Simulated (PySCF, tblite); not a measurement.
# C3H14BNSi: geometry, infrared bands and NMR shifts

Wanted: the infrared bands and NMR shifts of C3H14BNSi (`[BH3-][NH2+]CCC[SiH3]`), by calculation.

Computed with tblite 0.8.0 and PySCF 2.14.0, with density-fitted response routines of our own, on a single molecule in the gas phase. Atoms count from 0, in the outputs and in this text.

## 1. The molecule as given

20 atoms, charge 0, multiplicity 1; geometry from: force field or distance geometry start.

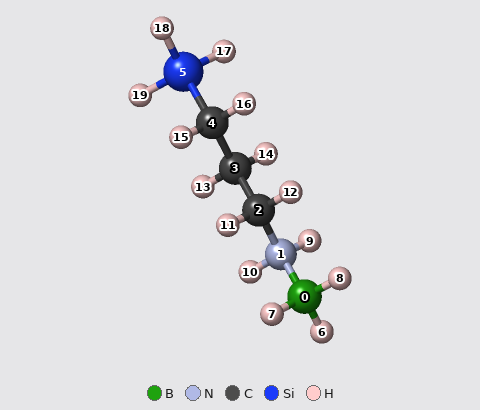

As it starts; boron green, nitrogen light blue, carbon dark grey, silicon blue, hydrogen pink, atoms numbered.

## 2. Geometry optimisation with GFN2-xTB

Job settings and geometry (Å):

```
{"job": {"kind": "relax", "xc": "GFN2-xTB", "basis": "xTB"}, "charge": 0, "multiplicity": 1}
B     -3.223300    -0.097900     0.088000
N     -1.838300     0.509900     0.332100
C     -0.770200    -0.331500    -0.251500
C      0.604300     0.289200    -0.003600
C      1.707800    -0.580900    -0.605300
Si     3.390500     0.170000    -0.294500
H     -4.061000     0.606400     0.580800
H     -3.303000    -1.177300     0.579100
H     -3.440100    -0.170100    -1.081700
H     -1.808200     1.463200    -0.071500
H     -1.687900     0.573800     1.373700
H     -0.811700    -1.355100     0.185900
H     -0.939400    -0.407700    -1.345600
H      0.773400     0.360900     1.099600
H      0.639900     1.311500    -0.432700
H      1.686400    -1.597600    -0.160300
H      1.564000    -0.653300    -1.707900
H      3.453800     1.509100    -0.885500
H      4.430100    -0.676700    -0.891600
H      3.627800     0.264900     1.164100
```

On the command line:

```sh
$ OMP_NUM_THREADS=1 python probes_run.py task.json out
```

This one command runs all jobs of the session in turn.

Output:

```text
step      E/eV     max force
  0    -528.89293    2.043
  1    -529.03698    0.998
  2    -529.09629    0.487
  3    -529.11764    0.448
  4    -529.12650    0.248
  5    -529.13021    0.123
  6    -529.13237    0.083
  7    -529.13382    0.091
  8    -529.13514    0.081
  9    -529.13645    0.075
 10    -529.13787    0.082
 11    -529.13929    0.089
 12    -529.14045    0.072
 13    -529.14122    0.051
 14    -529.14174    0.042
 15    -529.14218    0.052
 16    -529.14261    0.047
 17    -529.14297    0.039
 18    -529.14321    0.032
 19    -529.14338    0.030
 20    -529.14354    0.034
 21    -529.14371    0.029
 22    -529.14388    0.026
 23    -529.14403    0.026
 24    -529.14415    0.034
 25    -529.14427    0.030
 26    -529.14438    0.032
 27    -529.14447    0.022
 28    -529.14454    0.019
 29    -529.14461    0.021
 30    -529.14467    0.027
 31    -529.14473    0.022
 32    -529.14477    0.018
 33    -529.14480    0.012
 34    -529.14482    0.015
 35    -529.14484    0.014
 36    -529.14485    0.008
```

Run time: 0.38 s. Hardware: 1 thread of Arm Neoverse N1, shared host.

The steps of the relaxation: (not every step is listed)

```
step  energy from step 0 (eV)  largest force (eV/Å)
   0                   0.0000                2.0430
   1                  -0.1440                0.9975
   2                  -0.2034                0.4867
   3                  -0.2247                0.4481
   4                  -0.2336                0.2482
   5                  -0.2373                0.1228
   6                  -0.2394                0.0827
   7                  -0.2409                0.0908
   8                  -0.2422                0.0807
  10                  -0.2449                0.0817
  12                  -0.2475                0.0716
  14                  -0.2488                0.0423
  16                  -0.2497                0.0470
  18                  -0.2503                0.0315
  20                  -0.2506                0.0339
  22                  -0.2509                0.0262
  24                  -0.2512                0.0337
  26                  -0.2514                0.0319
  28                  -0.2516                0.0185
  30                  -0.2517                0.0272
  31                  -0.2518                0.0218
  32                  -0.2518                0.0185
  33                  -0.2519                0.0122
  34                  -0.2519                0.0149
  35                  -0.2519                0.0139
  36                  -0.2519                0.0081
```

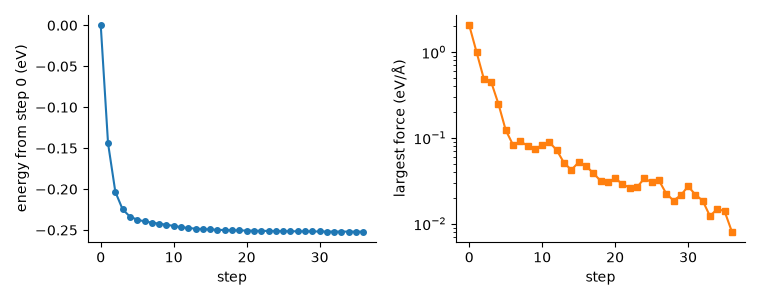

Energy and largest force along the relaxation.

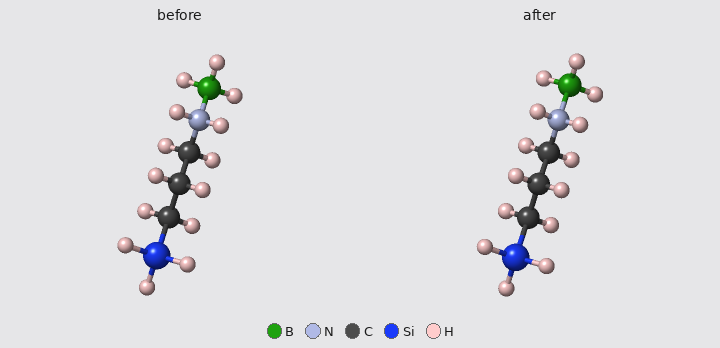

The geometry before (left) and after (right).

Distances of close pairs at the start and the end, largest changes first:

```
  bond  before (Å)  after (Å)  change (Å)
 B0–N1       1.532      1.646      +0.114
N1–H10       1.054      1.016      -0.039
C4–Si5       1.869      1.905      +0.036
C3–H13       1.118      1.094      -0.024
C4–H16       1.114      1.091      -0.023
C2–H11       1.114      1.092      -0.022
 N1–H9       1.036      1.016      -0.020
 N1–C2       1.480      1.460      -0.019
```

The final coordinates are the input of the step that follows.

## 3. Vibrational analysis with GFN2-xTB

Job settings and geometry (Å):

```
{"job": {"kind": "ir", "xc": "GFN2-xTB", "basis": "xTB"}, "charge": 0, "multiplicity": 1}
B     -3.349245    -0.126624     0.079637
N     -1.838024     0.478954     0.325497
C     -0.756408    -0.316799    -0.248691
C      0.622579     0.289875     0.008862
C      1.737452    -0.556389    -0.597844
Si     3.470912     0.173233    -0.294580
H     -4.081329     0.650758     0.612277
H     -3.364384    -1.202087     0.592524
H     -3.501825    -0.171324    -1.101292
H     -1.837578     1.414574    -0.070016
H     -1.723083     0.558764     1.331573
H     -0.818052    -1.319720     0.179600
H     -0.941026    -0.403582    -1.321756
H      0.782232     0.380359     1.087365
H      0.660093     1.297171    -0.416349
H      1.681284    -1.564137    -0.182412
H      1.559712    -0.657421    -1.669979
H      3.526814     1.512503    -0.884972
H      4.471297    -0.697577    -0.907750
H      3.693431     0.270147     1.149817
```

Output:

```text
mode    cm-1     km/mol
  1      54.8     20.16
  2      83.6      1.25
  3     106.3     13.20
  4     125.0      8.00
  5     132.6      0.08
  6     198.0      5.15
  7     207.0      9.48
  8     339.7      4.72
  9     372.0      1.77
 10     513.0     38.32
 11     543.7     62.33
 12     642.8     10.66
 13     676.5     42.67
 14     736.2     13.62
 15     765.3     42.13
 16     778.3    196.96
 17     787.6    197.95
 18     795.2    400.68
 19     816.7      8.00
 20     885.4     44.08
 21     924.8     71.29
 22     990.4      8.74
 23    1040.7     27.75
 24    1048.9      3.45
 25    1083.2     16.65
 26    1102.5     12.84
 27    1134.4    145.86
 28    1157.4    266.50
 29    1233.2      8.44
 30    1233.3      2.34
 31    1255.6     44.37
 32    1256.5     36.76
 33    1281.8      0.13
 34    1291.7      0.66
 35    1312.4     19.47
 36    1357.5      0.11
 37    1482.6      2.80
 38    1488.4      4.15
 39    1496.2      0.56
 40    1523.5     35.85
 41    2257.1    404.78
 42    2261.1    173.84
 43    2288.4    317.24
 44    2431.7    333.06
 45    2444.6    309.79
 46    2464.5    131.96
 47    2946.5     24.07
 48    2963.9     30.54
 49    2972.5     52.83
 50    2986.1     43.06
 51    2986.5     18.29
 52    2997.1     40.32
 53    3375.4      1.59
 54    3386.5      1.15
```

Wall time 1.1 s (1 thread of Arm Neoverse N1, shared host).

The strongest bands and the atoms that carry them (share of the mass-weighted mode):

```
cm⁻¹  km/mol                                   atoms
 778   197.0            H18 52 %, H17 17 %, H19 16 %
 788   197.9            H19 41 %, H17 40 %, H18 13 %
 795   400.7  H17 24 %, H19 24 %, Si5 21 %, H18 16 %
1157   266.5      H7 27 %, H8 27 %, H6 26 %, B0 10 %
2257   404.8                      H17 54 %, H19 42 %
2288   317.2                                H18 97 %
2432   333.1                                 H6 78 %
2445   309.8                        H7 45 %, H8 45 %
```

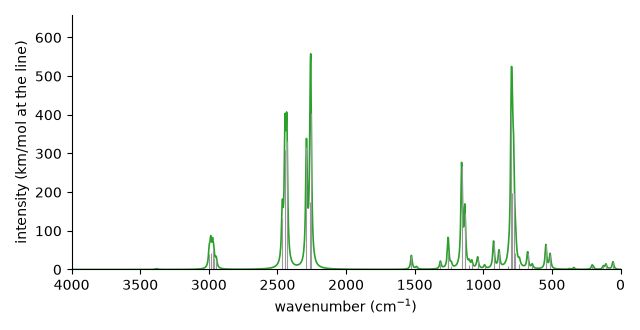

The infrared spectrum from these modes, unscaled. Lines are broadened to a width of 14 cm⁻¹ (Lorentzian).

## 4. Nuclear shieldings: PBE0/pcSseg-1

Settings changed since step 3:

```diff
@@ -1,2 +1,2 @@
-{"job": {"kind": "ir", "xc": "GFN2-xTB", "basis": "xTB"}, "charge": 0, "multiplicity": 1}
+{"job": {"kind": "nmr", "xc": "PBE0", "basis": "pcSseg-1"}, "charge": 0, "multiplicity": 1}
 B     -3.349245    -0.126624     0.079637
```

Method: GIAO PBE0/pcSseg-1 NMR shielding, non-relativistic, gas phase.

Output:

```text
coarse grid: 15712 points
cycle   1  E = -491.3208964041  dE =  2.317e-01  |g| = 4.429e-01  |ddm| = 3.641e+00
cycle   2  E = -491.3324758403  dE = -1.158e-02  |g| = 4.217e-01  |ddm| = 9.160e-01
cycle   3  E = -491.3826238172  dE = -5.015e-02  |g| = 6.394e-02  |ddm| = 4.359e-01
cycle   4  E = -491.3835585533  dE = -9.347e-04  |g| = 2.211e-02  |ddm| = 7.843e-02
cycle   5  E = -491.3836901138  dE = -1.316e-04  |g| = 3.558e-03  |ddm| = 2.230e-02
cycle   6  E = -491.3836925220  dE = -2.408e-06  |g| = 1.981e-03  |ddm| = 4.505e-03
final grid: 142960 points
cycle   7  E = -491.4171525119  dE = -4.928e-05  |g| = 1.004e-02  |ddm| = 2.937e-02
cycle   8  E = -491.4171426087  dE =  9.903e-06  |g| = 1.204e-02  |ddm| = 1.900e-02
cycle   9  E = -491.4171780759  dE = -3.547e-05  |g| = 7.690e-04  |ddm| = 1.004e-02
cycle  10  E = -491.4171782154  dE = -1.395e-07  |g| = 1.748e-04  |ddm| = 6.797e-04
cycle  11  E = -491.4171782213  dE = -5.920e-09  |g| = 6.458e-05  |ddm| = 1.690e-04
cycle  12  E = -491.4171782223  dE = -9.384e-10  |g| = 1.510e-05  |ddm| = 6.473e-05
converged SCF energy = -491.4171782223

GIAO shielding tensors (ppm)
atom      isotropic    diamagn.    paramagn.     s11        s22        s33       span
  0 B      123.726     184.448     -60.722    106.721    108.541    155.916     49.194
  1 N      202.716     318.675    -115.959    192.329    196.977    218.842     26.513
  2 C      131.379     249.912    -118.533     99.456    125.802    168.880     69.425
  3 C      153.151     252.834     -99.683    133.873    151.161    174.419     40.546
  4 C      178.522     251.162     -72.640    170.398    172.554    192.614     22.216
  5 Si     418.124     878.749    -460.625    391.838    396.631    465.903     74.064
  6 H       29.641      28.102       1.538     26.634     27.549     34.740      8.106
  7 H       29.764      28.600       1.164     26.920     27.763     34.607      7.687
  8 H       29.765      28.577       1.187     26.921     27.764     34.609      7.688
  9 H       28.987      32.880      -3.894     21.977     27.919     37.063     15.086
 10 H       28.986      33.148      -4.161     21.982     27.917     37.061     15.079
 11 H       28.960      33.400      -4.440     24.221     30.697     31.961      7.740
 12 H       28.959      33.321      -4.362     24.221     30.692     31.963      7.742
 13 H       30.394      35.118      -4.724     25.405     31.621     34.156      8.751
 14 H       30.393      34.976      -4.583     25.403     31.619     34.156      8.753
 15 H       31.060      31.854      -0.794     25.918     30.284     36.977     11.059
 16 H       31.060      31.680      -0.620     25.916     30.287     36.977     11.060
 17 H       27.906      28.328      -0.422     24.498     26.338     32.882      8.384
 18 H       27.701      27.482       0.219     24.223     25.304     33.576      9.353
 19 H       27.906      28.357      -0.450     24.498     26.338     32.883      8.385
```

It took 60 s on 1 thread of Arm Neoverse N1, shared host; peak memory 0.82 GiB.

The references, computed at this level on geometries of the same kind, shield at (ppm): 1H TMS 31.72, 13C TMS 186.9, 29Si TMS 349.2, 15N NH3 267.7, 11B BF3·OEt2 100.1. Their shielding less the atom's gives the shift. The references are single molecules in the gas phase, so shifts against H2O, NH3, PH3, H3PO4 or CFCl3 are not on the usual liquid scales and can be off by tens of ppm. Atoms listed in one row are averaged.

```
        atoms                                     environment  σ (ppm)  δ (ppm)  δ scaled to CDCl3
           C2                             sp3 CH2 bonded to N    131.4     55.5               52.3
           C3                                         sp3 CH2    153.2     33.8               31.0
           C4                            sp3 CH2 bonded to Si    178.5      8.4                6.3
H17, H18, H19               hydrogen on a silicon bonded to C    27.84     3.88                  –
     H11, H12              hydrogen on an sp3 CH2 bonded to N    28.96     2.76               2.71
      H9, H10  hydrogen on a donor nitrogen of a Lewis adduct    28.99     2.73                  –
   H6, H7, H8                 hydrogen on a boron bonded to N    29.72     1.99                  –
     H13, H14                          hydrogen on an sp3 CH2    30.39     1.32               1.35
     H15, H16             hydrogen on an sp3 CH2 bonded to Si    31.06     0.66               0.72
           B0                          boron bonded to N, 3 H    123.7    -23.7                  –
           N1                donor nitrogen of a Lewis adduct    202.7     65.0                  –
          Si5                        silicon bonded to C, 3 H    418.1    -69.0                  –
```

The scaled column applies a straight-line fit of computed shieldings to shifts measured in CDCl3 (root-mean-square error 0.16 ppm for H, 1.9 ppm for C).

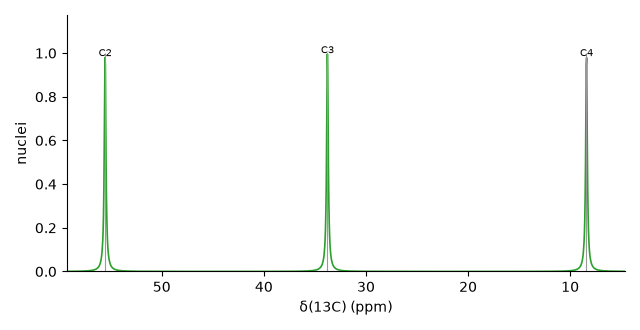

13C lines at the computed shifts, without couplings. Lines are broadened to a width of 0.19 ppm (Lorentzian).

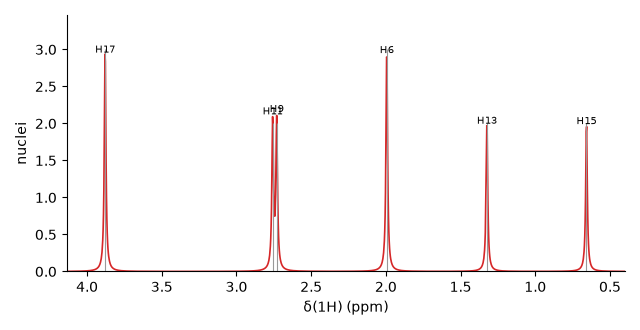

1H lines at the computed shifts, without couplings. Lines are broadened to a width of 0.01 ppm (Lorentzian).

The run also stored atomic charges by several schemes (e):

```
atoms  Mulliken    IAO  Hirshfeld  ESP fit
   B0     -0.10  -0.40      -0.10     0.00
   N1     -0.41  -0.27      -0.04    -0.26
   C2     -0.02  -0.15       0.00     0.19
   C3     -0.28  -0.26      -0.07     0.03
   C4     -0.53  -0.53      -0.15    -0.14
  Si5      0.51   0.61       0.32     0.37
```

Mulliken charges:

B0 -0.10; N1 -0.41; C2 -0.02; C3 -0.28; C4 -0.53; Si5 0.51; H6 -0.09; H7 -0.07; H8 -0.07; H9 0.23; H10 0.23; H11 0.15; H12 0.15; H13 0.13; H14 0.13; H15 0.15; H16 0.15; H17 -0.08; H18 -0.08; H19 -0.08

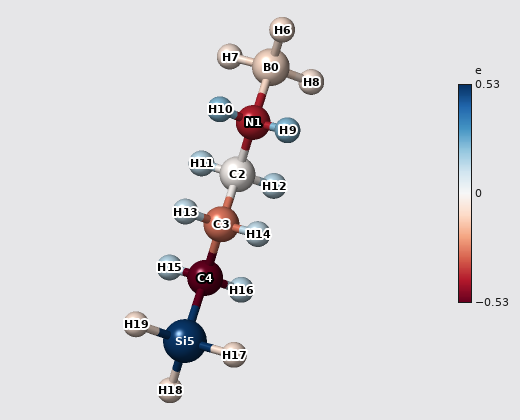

Mulliken charges, as colours on the atoms.

Mayer bond orders: B0–N1 0.60, N1–C2 0.92, C2–C3 1.03, C3–C4 1.04, C4–Si5 0.91.

The fields below are evaluated on a grid from the run's orbitals.

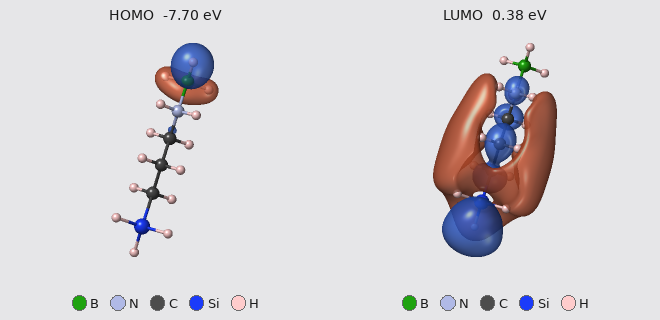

Frontier orbitals at PBE0/pcSseg-1; each surface holds 70 % of the orbital's density, blue and red mark the sign.

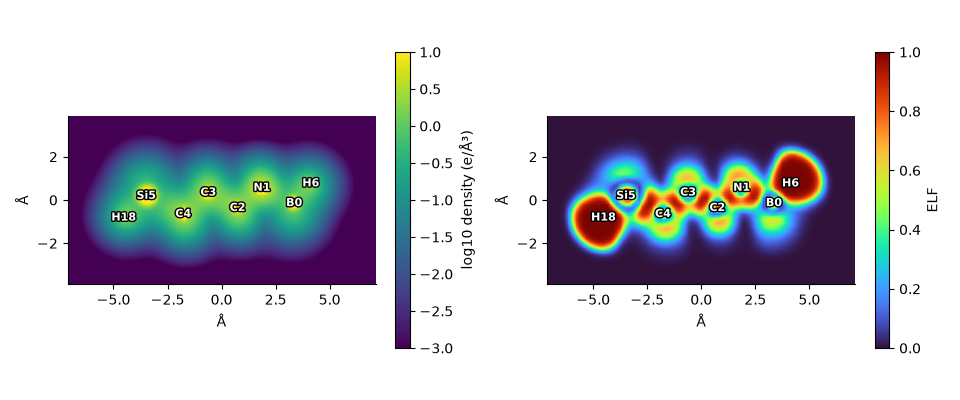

Density (left) and ELF (right) in a plane through or near 8 of the atoms.

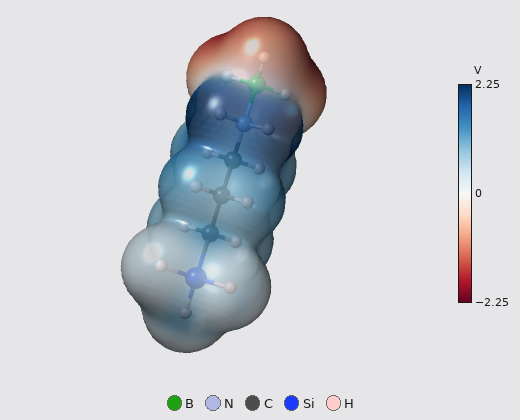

Electrostatic potential on the surface of density 0.002 e/bohr³; red is low, blue high. It runs from -1.70 to 2.25 V.

## 5. Summary of results

| quantity | value |
| --- | --- |
| strongest single infrared mode (GFN2-xTB) | 2257 cm⁻¹, 405 km/mol |
| zero-point energy (GFN2-xTB) | 104.4 kcal/mol |
| 13C shifts against TMS (PBE0/pcSseg-1) | 55.5, 33.8, 8.4 ppm |
| 1H shifts against TMS (PBE0/pcSseg-1, means over atoms taken as alike) | 3.88, 2.76, 2.73, 1.99, 1.32, 0.66 ppm |
| 11B shifts against BF3·OEt2 (PBE0/pcSseg-1) | -23.7 ppm |
| 15N shifts against NH3 (PBE0/pcSseg-1) | 65.0 ppm |
| 29Si shifts against TMS (PBE0/pcSseg-1) | -69.0 ppm |
| surface potential, least and greatest | -1.70 V and 2.25 V |

The optimisation took 36 steps and gained 0.252 eV; among the close pairs (by a distance rule), B0–N1 changed most, from 1.532 to 1.646 Å. No mode is imaginary among the 54: a minimum at this level. The strongest single mode, at 2257 cm⁻¹, moves mainly H17 and H19. Unscaled tight-binding wavenumbers are off by several per cent, some by more. Its intensities can rank the bands wrongly. The most deshielded carbon is C2 (sp3 CH2 bonded to N), at 55.5 ppm: pulled downfield by the heteroatom. At PBE0/pcSseg-1: The widest tensor belongs to Si5: span 74 ppm, with a paramagnetic part of -461 ppm.
